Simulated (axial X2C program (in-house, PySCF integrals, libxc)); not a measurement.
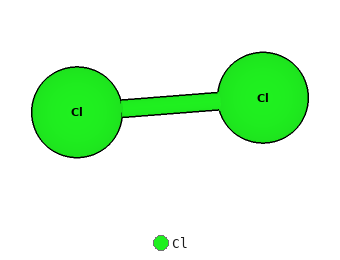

*The molecule at the reference distance of 2.000 Å.*

Cl₂: relativistic diatomic calculation

- system: Cl₂, single determinant with Ω = 0.
- method: PBE0, two-component X2C with atomic mean-field Coulomb and Gaunt terms, Cl dyall-av3z (cores contracted) (axial X2C program (in-house, PySCF integrals, libxc))

**Key numbers**

```tsv
quantity	value
outcome	converged
bond length rₑ	1.994 Å
ωₑ	573.2 cm⁻¹
energy at the minimum	−922.81037 hartree
depth below the fragments	2.50 eV
hardware	1 thread of AMD EPYC (Zen 3), 24 GiB of memory available, shared host
wall time	2.9 s
peak memory	0.84 GiB
```

**Input file**
```
{"zs": [17, 17], "q": 0, "bas": ["dyall-av3z", "dyall-av3z"], "levels": ["PBE0", "HF", "r2SCAN"], "cc": true, "r0": 1.98, "thr": -2.0, "nmax": 90, "npts": 10, "nst": 2, "ntry": 6}
```

The line is the task of a batch: nuclear charges, charge, bases, the levels to run, a first guess of the distance and further settings. This report covers PBE0 with spin-orbit coupling. The log is that of the reference distance 2 Å.

The run was one of a batch that the task file lists, launched with:
```bash
python <driver script> task.json out
```

**The program's output**
```
two-component X2C + atomic mean field  PBE0
basis functions 124  fitting functions 616  grid points 4354
iter        total energy     max residual
   1       -921.889459713     1.71e+00
   2       -922.771994370     9.85e-02
   3       -922.808144140     1.73e-02
   4       -922.809297017     1.24e-02
   5       -922.810350494     1.55e-03
   6       -922.810355894     1.59e-04
   7       -922.810356055     4.57e-05
   8       -922.810356068     1.69e-05
   9       -922.810356069     8.99e-07
converged
one-electron -1426.01288884  Coulomb 483.33211720  exact exchange -13.82568595  xc functional -42.61883049  nuclear repulsion 76.46610698  atomic mean-field constant -0.15117497
```

**The points of the curve**

```csv
R (Å),E (hartree),"dipole (D; origin at the first atom, positive when the second is positive)",highest filled (eV),lowest empty (eV)
1.740,−922.772133,0.00,−7.95,−0.84
1.820,−922.794762,0.00,−8.21,−1.59
1.880,−922.804312,0.00,−8.38,−2.16
1.940,−922.809134,0.00,−8.54,−2.71
2.000,−922.810356,0.00,−8.69,−3.24
2.070,−922.808372,0.00,−8.85,−3.81
2.140,−922.803733,0.00,−8.99,−4.33
2.230,−922.795136,0.00,−9.15,−4.92
2.340,−922.782264,0.00,−9.31,−5.55
2.500,−922.761767,0.00,−9.50,−6.29
```

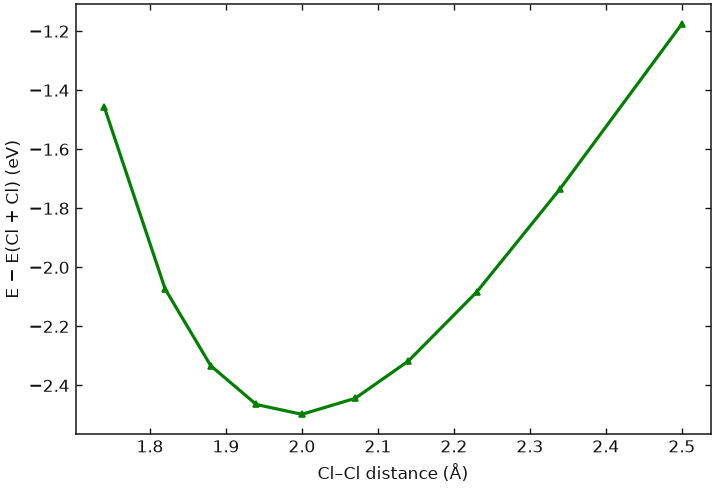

*Energy at 10 bond lengths, for one set of occupations held fixed; the line joins the points.*

A polynomial of degree 6 through 9 points gives rₑ = 1.994 Å, ωₑ = 573.2 cm⁻¹, ωₑxₑ = 2.1 cm⁻¹ and Bₑ = 0.2425 cm⁻¹. The minimum lies 2.50 eV below Cl + Cl, each computed as one determinant at the same level.

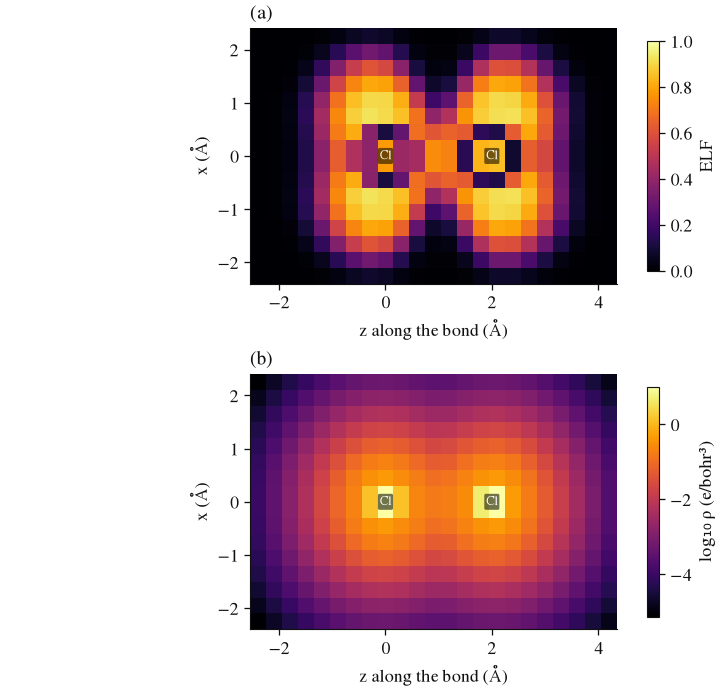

*(a) electron localisation function; (b) electron density on a logarithmic scale, in a plane that holds the axis, at 2.00 Å, on points 0.3 Å apart (one half computed, the other mirrored); the structure near the nuclei is finer than these points.*

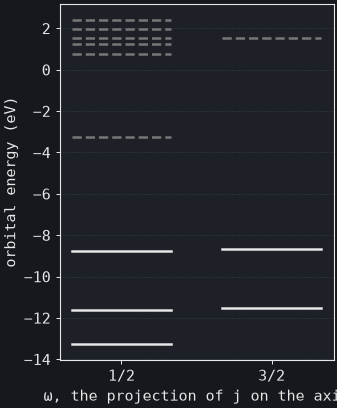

*Orbital energies near the frontier at 2.00 Å, filled (solid) and empty (dashed); the Kramers partners at −ω are degenerate and not drawn.*

The highest filled spinor (3/2; 45 % Cl p, 45 % Cl p) lies at −8.69 eV, the lowest empty one (1/2; 35 % Cl p, 35 % Cl p) at −3.24 eV.
